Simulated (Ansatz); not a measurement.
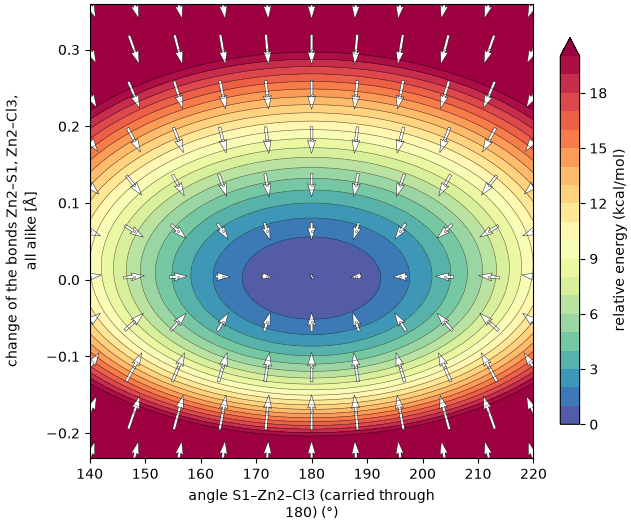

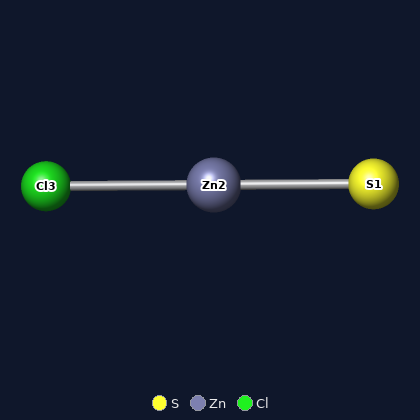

Energy landscape of ClSZn, SMILES [S-][Zn][Cl], charge −1. First axis: angle S1–Zn2–Cl3 (carried through 180). Second axis: change of the bonds Zn2–S1, Zn2–Cl3, all alike. Nothing is relaxed (all other coordinates rigid). The grid has 11 × 11 points; 113 points were computed and 8 follow by symmetry. Points are written as (first, second). Energies are in kcal/mol, from the relaxed molecule at the same level. Method: RKS r2SCAN0-D4/def2-TZVPD (Ansatz).

The picture shows filled contours, dots at the grid points, arrows along the force (downhill), their lengths compressed, one colour for all values above the top of the scale. Between grid points the surface is interpolated. The second picture is the structure at the lowest point.

Q: Summarise what can be read from the map.

A: The lowest grid point is at (180°, 0.004 Å), 0.0 kcal/mol from the relaxed molecule at the same level. No other kind of well shows on this grid. The highest grid point, (220°, −0.233 Å), lies 41.4 kcal/mol above the lowest. Round the minimum the two coordinates are nearly uncoupled.

The values on the grid:

```
second ↓, first →   140   148   156   164   172   180   188   196   204   212   220
            0.360  33.5  31.2  29.4  28.1  27.3  27.0  27.3  28.1  29.4  31.2  33.6
            0.300  27.3  24.8  22.9  21.5  20.6  20.3  20.6  21.5  22.9  24.8  27.4
            0.241  21.7  19.0  16.9  15.4  14.5  14.2  14.5  15.4  17.0  19.1  21.8
            0.182  16.9  14.0  11.7  10.1   9.1   8.8   9.1  10.1  11.7  14.0  16.9
            0.123  13.0   9.9   7.5   5.8   4.7   4.4   4.7   5.8   7.5   9.9  13.1
            0.063  10.6   7.2   4.6   2.8   1.6   1.3   1.6   2.8   4.6   7.3  10.6
            0.004  10.1   6.5   3.6   1.6   0.4   0.0   0.4   1.6   3.7   6.5  10.1
           −0.055  12.0   8.1   5.1   2.9   1.6   1.1   1.6   2.9   5.1   8.1  12.1
           −0.114  17.2  13.0   9.7   7.3   5.9   5.4   5.9   7.3   9.7  13.0  17.2
           −0.173  26.5  21.9  18.3  15.7  14.2  13.7  14.2  15.7  18.3  21.9  26.5
           −0.233  41.4  36.4  32.5  29.7  28.0  27.5  28.0  29.7  32.5  36.4  41.4
```

Each point was launched as `ansatz run input.yaml --threads 1 --pin off --max-ram 2560MiB --backend cpu --events-out ev --progress --plain --runs-dir out`. The whole map (113 points run) took 40 min on 1 thread of Arm Neoverse N1, with other jobs on the host.
